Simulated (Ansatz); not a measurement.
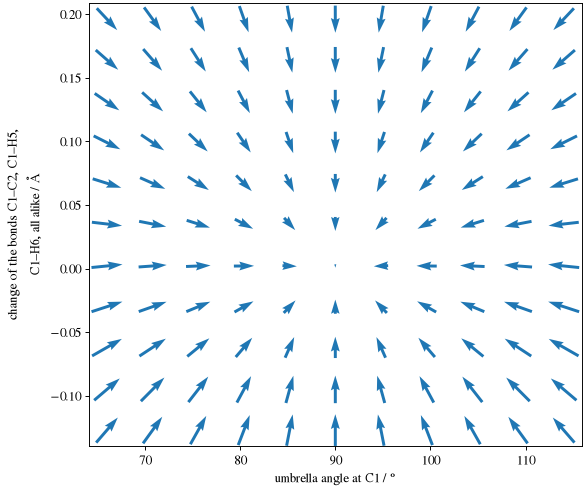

C₂H₃ClSi, SMILES C=C=[SiH]Cl. 
- First axis: umbrella angle at C1 (between each of its bonds and their common axis; 90 is planar). Second axis: change of the bonds C1–C2, C1–H5, C1–H6, all alike.
- Nothing is relaxed (all other coordinates rigid).
- Grid: 11 × 11 points.
- Points are written as (first, second).
- All numbers below come from RHF/def2-TZVP in Ansatz.

The picture shows arrows along the force (downhill), their lengths compressed.

### The arrows alone are given. Where is the energy lowest?

The arrows converge at about (90°, 0.000 Å) (read from the interpolated surface).

The energy map of the same scan:

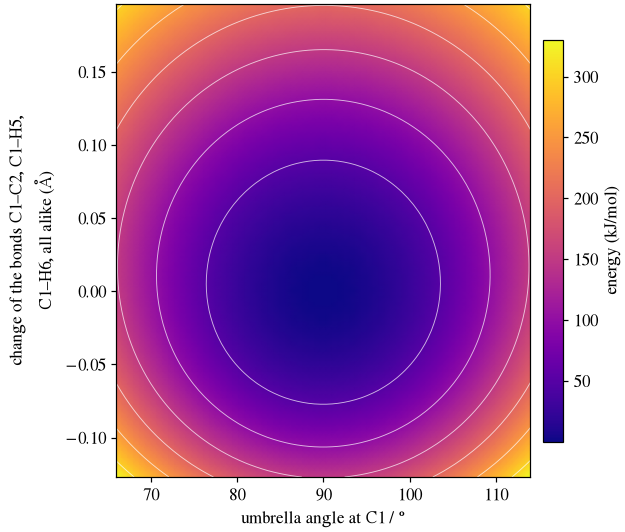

Energies are in kJ/mol, from the relaxed molecule at the same level; between grid points the surface is interpolated.
